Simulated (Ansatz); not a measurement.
**Ga2GeH6: how energies converge with the basis set**

Aim: see how fast density functionals converge with the basis set for Ga2GeH6.

Program: Ansatz 0.2.0, Gaussian basis. Level of theory: one geometry, several basis sets. These are calculated values, not measurements.

The runs, in order: PBE0-D4/def2-SVP; ωB97M-V/def2-SVP; PBE0-D4/def2-QZVPP; ωB97M-V/def2-QZVPP; the functionals' def2-TZVPP values are taken from earlier runs.

### 1 The geometry

An earlier PBE0-D4 in a triple-zeta def2 set relaxation fixed the geometry.

SMILES `[GaH2][GaH][GeH3]`, 9 atoms, charge 0, spin multiplicity 1.

Atoms are counted from 1 here; the program's logs count them from 0.

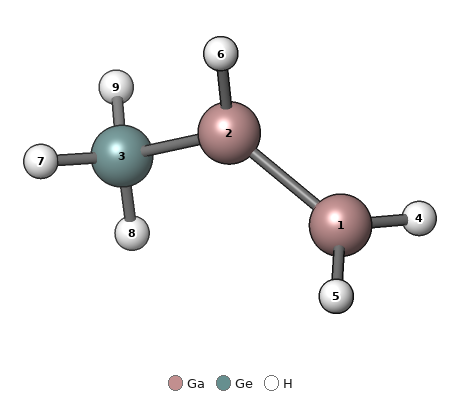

The structure; gallium pink, germanium teal, hydrogen white; atoms are numbered from 1 in the order of the file.

### 2 PBE0-D4 in def2-SVP

File in.yaml:

```yaml
crystal:
  periodic: [false, false, false]
  atoms:
    - {symbol: Ga, position_ang: [-1.800298, 0.657746, -1.502413]}
    - {symbol: Ga, position_ang: [-0.374079, 0.722901, 0.497223]}
    - {symbol: Ge, position_ang: [1.495378, -0.832845, 0.856073]}
    - {symbol: H, position_ang: [-3.098712, -0.235496, -1.568637]}
    - {symbol: H, position_ang: [-1.442717, 1.469380, -2.806934]}
    - {symbol: H, position_ang: [-0.585908, 1.775238, 1.656832]}
    - {symbol: H, position_ang: [2.829286, -0.067518, 0.981611]}
    - {symbol: H, position_ang: [1.668525, -1.861504, -0.278689]}
    - {symbol: H, position_ang: [1.308526, -1.627892, 2.164926]}
basis:
  gaussian: {orbitals: def2-SVP}
hamiltonian: {xc: pbe0, dispersion: d4}
output: {orbitals: {seedname: orbitals}}
```

On the command line:

```sh
ansatz run in.yaml --threads 4 --pin off --events-out ev --progress --plain --max-ram 10444MiB
```

Output:

```text
Functional definition: PBE0
  name "PBE0"
  cite "Adamo & Barone, J. Chem. Phys. 110, 6158 (1999) doi:10.1063/1.478522"
  cite "Perdew, Burke & Ernzerhof, Phys. Rev. Lett. 77, 3865 (1996) doi:10.1103/PhysRevLett.77.3865"
  parent pbe
  parameter a = 0.25
  parameter kappa = 0.804
  parameter beta = 0.06672455060314922
  exchange = (1 - a)*pbe_x(kappa = kappa, mu = beta*pi^2/3) + a*exact_x
  correlation = pbe_c(beta = beta)
1269 factors; integrals over basis functions are off by at most 1.5e-3 eV
mean field evaluation 1: about -161328.7523 eV, gradient 2.7e1 eV
mean field evaluation 2: about -161328.8302 eV, gradient 3.0e1 eV
mean field evaluation 4: about -161329.8618 eV, gradient 7.1e-1 eV
mean field evaluation 8: about -161329.8858 eV, gradient 7.2e-2 eV
mean field evaluation 16: about -161329.8858 eV, gradient 2.4e-5 eV
mean field -161329.88584346 eV, -5928.7639514230 hartree, gradient 2.4e-5 eV, S^2 0.000000; 0 other end points of the search recorded, 0 dependent functions left out
reference -161329.88587958 eV, -5928.7639527505 hartree; 50, 50 occupied and 76, 76 virtual orbitals, 1269 factors
Total energy: -161330.05315876 eV, -5928.7701001470 hartree
```

Wall time 0.75 s (4 threads of AMD EPYC 9R45, shared host).

### 3 ωB97M-V in def2-SVP

Changes to in.yaml since step 2:

```diff
@@ -14,3 +14,3 @@
   gaussian: {orbitals: def2-SVP}
-hamiltonian: {xc: pbe0, dispersion: d4}
+hamiltonian: {xc: {name: wB97M-V}}
 output: {orbitals: {seedname: orbitals}}
```

Same command.

Output, cut to the lines that bear on the results:

```text
Functional definition: wB97M-V
  name "wB97M-V"
  cite "Mardirossian & Head-Gordon, J. Chem. Phys. 144, 214110 (2016) doi:10.1063/1.4952647"
  cite "Becke, J. Chem. Phys. 107, 8554 (1997) doi:10.1063/1.475007"
  cite "Vydrov & Van Voorhis, J. Chem. Phys. 133, 244103 (2010) doi:10.1063/1.3521275"
  # Of w^i u^j: cxij and so on, Table III.
[...]
  gx(w, u) = 1 - cx + cx01*u + cx10*w
  gss(w, u) = css00 + css04*u^4 + css10*w + css20*w^2 + css43*w^4*u^3
  gos(w, u) = cos00 + cos10*w + (cos20 + cos21*u)*w^2 + (cos60 + cos61*u)*w^6
[...]
      + integral(e_c_pw_mod_opposite_spin*gos(b97_w_opposite, b97_u_opposite)) + vv10(b, c)
1269 factors; integrals over basis functions are off by at most 1.5e-3 eV
360 factors; integrals over basis functions are off by at most 5.0e-6 eV
[...]
mean field -161341.47039820 eV, -5929.1896759572 hartree, gradient 4.2e-5 eV, S^2 0.000000; 0 other end points of the search recorded, 0 dependent functions left out
reference -161341.47045601 eV, -5929.1896780819 hartree; 50, 50 occupied and 76, 76 virtual orbitals, 1269 factors
Total energy: -161341.47045601 eV, -5929.1896780819 hartree
```

Run time: 2.5 s. Hardware: 4 threads of AMD EPYC 9R45, shared host; peak memory 0.51 GiB.

### 4 PBE0-D4 in def2-QZVPP

Changes to in.yaml since step 3:

```diff
@@ -13,4 +13,4 @@
 basis:
-  gaussian: {orbitals: def2-SVP}
-hamiltonian: {xc: {name: wB97M-V}}
+  gaussian: {orbitals: "def2-QZVPP.json"}
+hamiltonian: {xc: pbe0, dispersion: d4}
 output: {orbitals: {seedname: orbitals}}
```

The command is unchanged.

Output:

```text
Functional definition: PBE0
  name "PBE0"
  cite "Adamo & Barone, J. Chem. Phys. 110, 6158 (1999) doi:10.1063/1.478522"
  cite "Perdew, Burke & Ernzerhof, Phys. Rev. Lett. 77, 3865 (1996) doi:10.1103/PhysRevLett.77.3865"
  parent pbe
  parameter a = 0.25
  parameter kappa = 0.804
  parameter beta = 0.06672455060314922
  exchange = (1 - a)*pbe_x(kappa = kappa, mu = beta*pi^2/3) + a*exact_x
  correlation = pbe_c(beta = beta)
2096 factors; their error is unknown
mean field evaluation 1: about -161352.4303 eV, gradient 3.3e1 eV
mean field evaluation 2: about -161352.5133 eV, gradient 4.1e1 eV
mean field evaluation 4: about -161353.6773 eV, gradient 1.2e0 eV
mean field evaluation 8: about -161353.6754 eV, gradient 4.3e-2 eV
mean field evaluation 16: about -161354.1172 eV, gradient 5.6e-5 eV
mean field -161354.11724157 eV, -5929.6544388789 hartree, gradient 5.6e-5 eV, S^2 0.000000; 0 other end points of the search recorded, 0 dependent functions left out
reference -161354.11729399 eV, -5929.6544408051 hartree; 50, 50 occupied and 397, 397 virtual orbitals, 2096 factors
Total energy: -161354.28457317 eV, -5929.6605882016 hartree
```

It took 4.3 s on 4 threads of AMD EPYC 9R45, shared host; peak memory 2.3 GiB.

### 5 ωB97M-V in def2-QZVPP

Changes to in.yaml since step 4:

```diff
@@ -14,3 +14,3 @@
   gaussian: {orbitals: "def2-QZVPP.json"}
-hamiltonian: {xc: pbe0, dispersion: d4}
+hamiltonian: {xc: {name: wB97M-V}}
 output: {orbitals: {seedname: orbitals}}
```

The command is unchanged.

Output, cut to the lines that bear on the results:

```text
Functional definition: wB97M-V
  name "wB97M-V"
  cite "Mardirossian & Head-Gordon, J. Chem. Phys. 144, 214110 (2016) doi:10.1063/1.4952647"
  cite "Becke, J. Chem. Phys. 107, 8554 (1997) doi:10.1063/1.475007"
  cite "Vydrov & Van Voorhis, J. Chem. Phys. 133, 244103 (2010) doi:10.1063/1.3521275"
  # Of w^i u^j: cxij and so on, Table III.
[...]
  gx(w, u) = 1 - cx + cx01*u + cx10*w
  gss(w, u) = css00 + css04*u^4 + css10*w + css20*w^2 + css43*w^4*u^3
  gos(w, u) = cos00 + cos10*w + (cos20 + cos21*u)*w^2 + (cos60 + cos61*u)*w^6
[...]
      + integral(e_c_pw_mod_opposite_spin*gos(b97_w_opposite, b97_u_opposite)) + vv10(b, c)
2074 factors; their error is unknown
397 factors; integrals over basis functions are off by at most 7.8e-6 eV
[...]
mean field -161365.58575444 eV, -5930.0758989533 hartree, gradient 6.4e-5 eV, S^2 0.000000; 0 other end points of the search recorded, 0 dependent functions left out
reference -161365.58583675 eV, -5930.0759019782 hartree; 50, 50 occupied and 397, 397 virtual orbitals, 2074 factors
Total energy: -161365.58583675 eV, -5930.0759019782 hartree
```

Wall time 8.5 s (4 threads of AMD EPYC 9R45, shared host); peak memory 2.6 GiB.

### 6 Functionals by basis

The def2-TZVPP values come from earlier runs at the same geometry.

```tsv
functional	basis	functions	energy (eV)	from the largest (eV)	HOMO (eV)	LUMO (eV)
PBE0-D4	def2-SVP	126	-161330.0532	24.231	-6.84	-2.24
PBE0-D4	def2-TZVPP	228	-161350.6848	3.600	-6.85	-2.26
PBE0-D4	def2-QZVPP	447	-161354.2846	0.000	-6.85	-2.26
ωB97M-V	def2-SVP	126	-161341.4705	24.115	-8.73	-0.49
ωB97M-V	def2-TZVPP	228	-161362.0672	3.519	-8.77	-0.54
ωB97M-V	def2-QZVPP	447	-161365.5858	0.000	-8.77	-0.60
```

### 7 Results

| quantity | value |
| --- | --- |
| PBE0-D4: double and triple zeta above quadruple | 24.23, 3.60 eV |
| ωB97M-V: double and triple zeta above quadruple | 24.12, 3.52 eV |

**Reading.** For PBE0-D4 the step from double to triple zeta gains 20.63 eV and the next only 3.60 eV. Total energies overstate the basis error of differences, where much of it tends to cancel.

For PBE0-D4 the largest set took about 6 times as long as the smallest (4.3 s against 0.75 s).
